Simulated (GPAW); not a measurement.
# Convergence study of the plane-wave cutoff for ZnSe (R3m, 2 atoms in the cell)

```
CELL_PARAMETERS angstrom
      0.00000     2.82083     2.82083
      2.82083     0.00000     2.82083
      2.82083     2.82083     0.00000
ATOMIC_POSITIONS crystal
  Zn 0.00512 0.00512 0.00512
  Se 0.25000 0.25000 0.25000
```

Method of the run: LDA (Perdew-Wang 92), GPAW PAW datasets LDA (gpaw-data 1.0.1) (plane waves; GPAW 25.7.0).

Base settings: mode = pw; ecut = 850 eV; xc = LDA; kpts = 3 3 3; mesh shift (steps) = 0 0 0; occupations.name = fermi-dirac; occupations.width = 0.01 eV; nbands = -8; convergence.bands = -6; symmetry.symmorphic = false.

The second cell is the first with its lattice scaled by 0.98.

The mesh stays at the base's, so the ladder's end is converged at best in this setting alone.

Only quantities that move along the ladder and can be compared are tabulated; the gap is left out on so coarse a mesh.

The count of work is k-points × plane waves × bands × iterations; it is no time. 

The starting cell has typed, rounded lattice constants, without a prior relaxation at this level. Its lattice was rescaled by up to half a per cent. One atom was moved a little off its site on purpose.

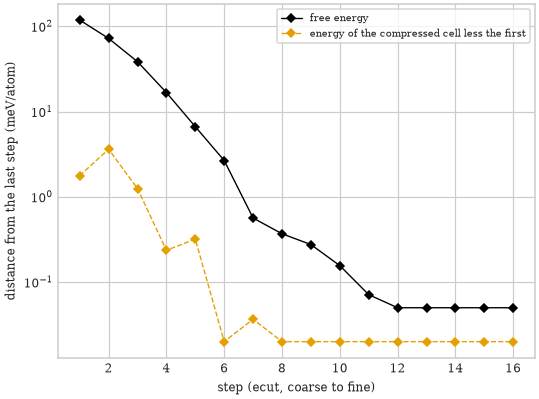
*Distance from the last step along the ladder; very small values are drawn at a floor.*

| ecut | free energy less the last step's (meV/atom) | energy of the compressed cell less the first (meV/atom) | pressure (GPa) | count of work / last |
|---|---|---|---|---|
| 300 eV | 118.44 | 3.83 | -3.41 | 0.047 |
| 340 eV | 72.19 | 1.98 | -3.14 | 0.060 |
| 380 eV | 38.47 | 4.35 | -2.61 | 0.072 |
| 425 eV | 16.71 | 5.36 | -2.05 | 0.10 |
| 470 eV | 6.65 | 5.28 | -1.71 | 0.11 |
| 510 eV | 2.67 | 5.59 | -1.53 | 0.12 |
| 595 eV | 0.56 | 5.63 | -1.41 | 0.13 |
| 680 eV | 0.37 | 5.61 | -1.38 | 0.17 |
| 765 eV | 0.28 | 5.60 | -1.39 | 0.22 |
| 850 eV | 0.16 | 5.60 | -1.38 | 0.24 |
| 935 eV | 0.07 | 5.60 | -1.40 | 0.27 |
| 1020 eV | 0.03 | 5.60 | -1.37 | 0.31 |
| 1150 eV | 0.01 | 5.60 | -1.39 | 0.40 |
| 1275 eV | 0.00 | 5.60 | -1.38 | 0.43 |
| 1490 eV | 0.00 | 5.60 | -1.39 | 0.55 |
| 1700 eV | 0.00 | 5.60 | -1.37 | 0.67 |
| 2040 eV | 0.00 | 5.60 | -1.39 | 1.0 |

Coarsest ecut that holds the energy of the compressed cell less the first within 2 meV/atom of the last step, with all finer ones: 380 eV, at 0.072 of the last step's count of work; the step before is off by 3.6 meV/atom.

Coarsest ecut that holds the pressure within 0.5 GPa of the last step, with all finer ones: 470 eV, at 0.11 of the last step's count of work; the step before is off by 0.67 GPa.

Coarsest ecut that holds the free energy within 1 meV/atom of the last step, with all finer ones: 595 eV, at 0.13 of the last step's count of work; the step before is off by 2.7 meV/atom.

The energy difference between the two cells stays within 1 meV/atom of the last step's from 425 eV on, the total only from 595 eV on: much of the error is common to both cells and cancels.

At the lowest cutoff the pressure lies 2.0 GPa under the last step's, the usual sign of Pulay stress in an incomplete plane-wave basis.
